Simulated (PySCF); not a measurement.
# PH3F+ (SMILES F[PH3+]) at 3 levels

We compute a comparison of 3 runs (B2PLYP/STO-3G, M06-2X/STO-3G, r2SCAN/STO-3G) of PH3F+. 

Program for the calculation: PySCF 2.14.0.

7 further runs of the same task are left out: 7 set aside as unsound or not needed.

### Step 1. The structure to begin with

PH3F+: 5 atoms, total charge +1, spin state singlet. SMILES: `F[PH3+]`. One bond was lengthened or shortened from a relaxed shape.

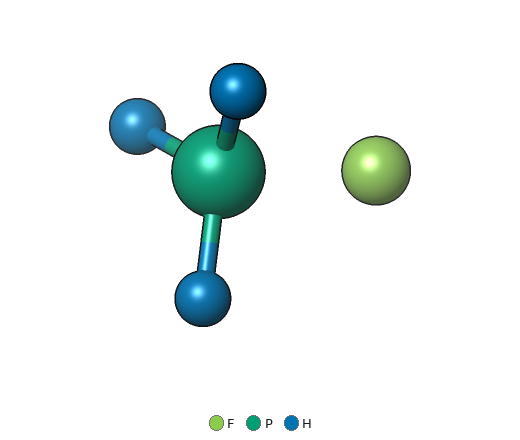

Viewed from a chosen angle; fluorine green, phosphorus teal, hydrogen blue.

### Step 2. The energy at B2PLYP/STO-3G (run 1)

job.py reads:

```python
from pyscf import gto, dft, mp

mol = gto.Mole()
mol.atom = '''
F   -1.663140   0.304962   0.415465
P    0.122590  -0.022380  -0.030680
H    0.038180  -0.428620  -1.349370
H    0.486130  -1.008290   0.868130
H    0.718590   1.208890   0.170830
'''
mol.max_memory = 1860
mol.basis = 'sto-3g'
mol.charge = 1
mol.verbose = 3
mol.build()

mf = dft.RKS(mol, xc='0.53*HF + 0.47*B88, 0.73*LYP')
mf.grids.level = 5
mf.conv_tol = 1e-10
mf.kernel()
if not mf.converged:
    mf = mf.newton().run(mf.mo_coeff, mf.mo_occ)

pt = mp.MP2(mf, frozen=6).run()
energy = mf.e_tot + 0.27 * pt.e_corr
print('PT2 part  %.8f' % (0.27 * pt.e_corr))
print('E(%s) = %.9f' % ('B2PLYP', energy))
```

Run with:

```bash
$ OMP_NUM_THREADS=1 python job.py
```

The log of the run:

```text
converged SCF energy = -437.095556409218
E(RMP2) = -437.194599001797  E_corr = -0.0990425925790594
E(SCS-RMP2) = -437.210876019417  E_corr = -0.115319610199231
PT2 part  -0.02674150
E(B2PLYP) = -437.122297909
```

Run time: 3.9 s. Hardware: 1 thread of Arm Neoverse N1, shared host; peak memory 0.19 GiB.

### Step 3. The energy at M06-2X/STO-3G (run 2)

run.py reads:

```python
from pyscf import gto, dft

mol = gto.Mole()
mol.atom = '''
F   -1.663140   0.304962   0.415465
P    0.122590  -0.022380  -0.030680
H    0.038180  -0.428620  -1.349370
H    0.486130  -1.008290   0.868130
H    0.718590   1.208890   0.170830
'''
mol.max_memory = 1860
mol.verbose = 4
mol.spin = 0
mol.charge = 1
mol.basis = 'sto-3g'
mol.build()

myscf = dft.RKS(mol)
myscf.xc = 'm06-2x'
myscf.conv_tol = 1e-10
myscf.grids.level = 5
myscf.kernel()
if not myscf.converged:
    myscf = myscf.newton().run(myscf.mo_coeff, myscf.mo_occ)

energy = myscf.e_tot
print('Final energy', energy)
```

Run with:

```bash
$ OMP_NUM_THREADS=1 python run.py
```

The log of the run:

```text
PySCF version 2.14.0

[... 70 lines left out ...]
converged SCF energy = -437.388863247033
Final energy -437.3888632470331
```

Run time: 4.8 s. Hardware: 1 thread of Arm Neoverse N1, shared host; peak memory 0.19 GiB.

### Step 4. The energy at r2SCAN/STO-3G (run 3)

input.py reads:

```python
from pyscf import gto, dft

molecule = gto.M(
    atom='''
F     -3.142879     0.576295     0.785115
P      0.231662    -0.042292    -0.057977
H      0.072150    -0.809974    -2.549940
H      0.918653    -1.905392     1.640528
H      1.357938     2.284471     0.322822
''',
    charge=1,
    max_memory=1860,
    unit='bohr',
    basis='sto-3g',
    verbose=3,
)

ks = dft.RKS(molecule)
ks.xc = 'r2scan'
ks.grids.level = 5
ks.conv_tol = 1e-10
ks.kernel()
if not ks.converged:
    ks = ks.newton().run(ks.mo_coeff, ks.mo_occ)

etot = ks.e_tot
print('Final energy', etot)
```

Run with:

```bash
$ OMP_NUM_THREADS=1 python input.py
```

The log of the run:

```text
converged SCF energy = -437.341793534158
Final energy -437.34179353415755
```

It took 5.7 s on 1 thread of Arm Neoverse N1, shared host; peak memory 0.19 GiB.

### Step 5. Overview of the runs

```
run          level  frozen core orbitals  energy (Eh)  HOMO energy (eV)  LUMO energy (eV)  HOMO–LUMO gap (eV)  wall time
  1  B2PLYP/STO-3G                     6  -437.122298            -16.18             -3.80               12.38      3.9 s
  2  M06-2X/STO-3G                     –  -437.388863            -15.88             -4.32               11.57      4.8 s
  3  r2SCAN/STO-3G                     –  -437.341794            -11.56             -6.95                4.61      5.7 s
```

### Step 6. Outcome

| quantity | value |
| --- | --- |
| run 3: total energy | -437.34179 Eh |
| run 3: HOMO energy | -11.56 eV |
| run 3: LUMO energy | -6.95 eV |
| run 3: HOMO–LUMO gap | 4.61 eV |

What this shows: The HOMO–LUMO gap runs from 4.61 eV (r2SCAN/STO-3G) to 12.38 eV (B2PLYP/STO-3G). A double hybrid's value is that of its SCF part. Totals of different functionals can't be ranked against each other. In runs 1, 2, 3 the basis is minimal, so the values are rough. All runs together took 14 s, the longest 5.7 s.
